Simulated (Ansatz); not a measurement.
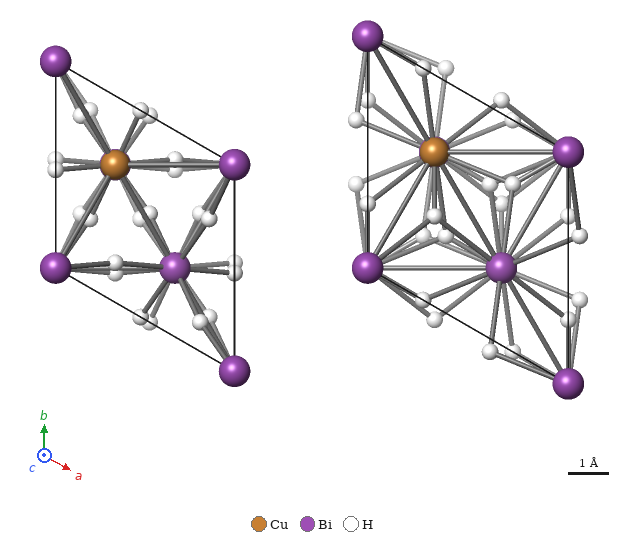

Two geometries of solid CuBiH₃ (built on the rhombohedral perovskite type) (coarse preliminary run), drawn at one scale. One is the start of a relaxation, the other its converged end. A ball-and-stick model of the conventional cell (3 times the calculation's cell), seen along the c axis. Lengths and directions refer to the drawn axes.

These are results of DFT PBE, scalar-relativistic, plane waves, PAW (Ansatz), not measurements. Set-up: plane-wave cutoff 420 eV; k-point mesh 6 × 6 × 6; occupations gaussian; smearing width 0.1 eV; no spin polarisation; cell and atoms relaxed; force threshold 0.04 eV/Å; at most 70 steps.

> Which of the two is the end point?

The right one is the relaxed one. Case: rhombohedral perovskite type (R-3c, No. 167). The energy falls by 7.414 eV per cell of the calculation in 13 accepted moves (16 points after the start). Largest force component: 0.31 eV/Å at the start, 0.0014 eV/Å at the end. Pressure: 32.67 GPa at the start and 0.09 GPa at the end. The line search rejected the trial step at point 7 of the run. The SCF was repeated twice at an unchanged geometry on a basis and grid sized afresh for the cell, which shifted the energy by 48.8 meV per cell of the calculation at most. The largest moves relative to the cell, 1.16 Å, are those of H atoms. Bi and Cu stay in place. The volume changes by +20.7 %, with a = b 5.189 → 5.822 Å (+12.2 %), c 12.683 → 12.160 Å (−4.1 %). Some distances before and after: Cu–H 2.465 → 1.610 Å, Bi–H 1.838 → 2.355 Å, Bi–Cu 3.177 → 3.511 Å, Bi–Cu 3.171 → 3.040 Å. New bonds form, among them: Cu–H (2.46 → 1.61 Å). The space group stays R-3c (No. 167). Cost: 3.5 min on 1 thread of Arm Neoverse V1, on a shared host, peak memory 0.46 GiB.
